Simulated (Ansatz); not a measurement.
System: H$_{8}$SW.

The calculation's input:

```
crystal:
  periodic: [false, false, false]
  atoms:
    - { symbol: W, position_ang: [-0.197312, -0.285161, 0.12241] }
    - { symbol: H, position_ang: [0.65606, -0.534516, 1.594561] }
    - { symbol: H, position_ang: [1.438816, -0.192641, -0.133768] }
    - { symbol: H, position_ang: [0.33484, 0.779984, -1.027717] }
    - { symbol: H, position_ang: [-1.212654, 1.083018, 0.010057] }
    - { symbol: H, position_ang: [-1.076463, -1.687426, -0.325259] }
    - { symbol: H, position_ang: [0.379569, -0.964455, -1.270545] }
    - { symbol: S, position_ang: [1.268629, 2.312328, 2.169275] }
    - { symbol: H, position_ang: [2.307366, 2.353302, 1.32861] }
    - { symbol: H, position_ang: [1.399048, 0.971667, 2.418075] }
basis:
  gaussian: { orbitals: def2-SVP }
hamiltonian:
  xc: hf
relax:
  f_tol: 0.03
  max_steps: 50
output:
  orbitals: {}
```

Command:

```sh
ansatz run input.yaml --threads 1 --pin off --max-ram 2048MiB --backend cpu --events-out ev --progress --plain --runs-dir out
```

The fields are those of the run's last geometry, not of the input's.

Core potentials replace the inner electrons of W.

Computed with Ansatz, RHF/def2-SVP.

Predict the electron density and electron localisation function between the atoms.

Answer. W–S (2.87 Å): ρ at the midpoint is about 0.22 e/Å³; the ELF peaks at about 0.95 in the valence shell of S, 0.9 Å from its nucleus, and is about 0.30 at the midpoint.
W–H (1.66 Å): ρ at the midpoint is about 1.7 e/Å³; the ELF climbs to about 1 towards the hydrogen.

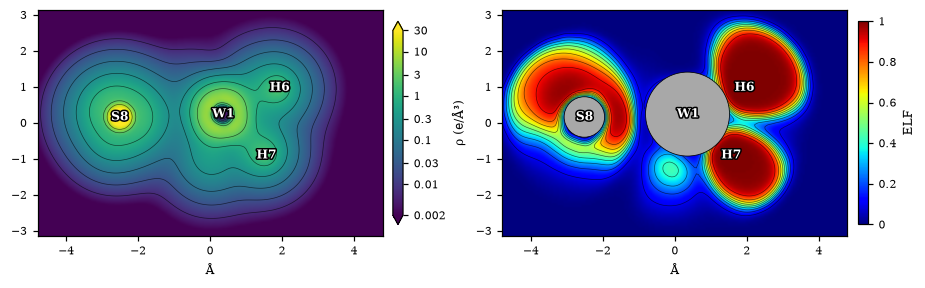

Computed electron density and electron localisation function on the plane of atoms H6, W1 and S8, in this order. Grey discs cover the atomic cores in the ELF map. 
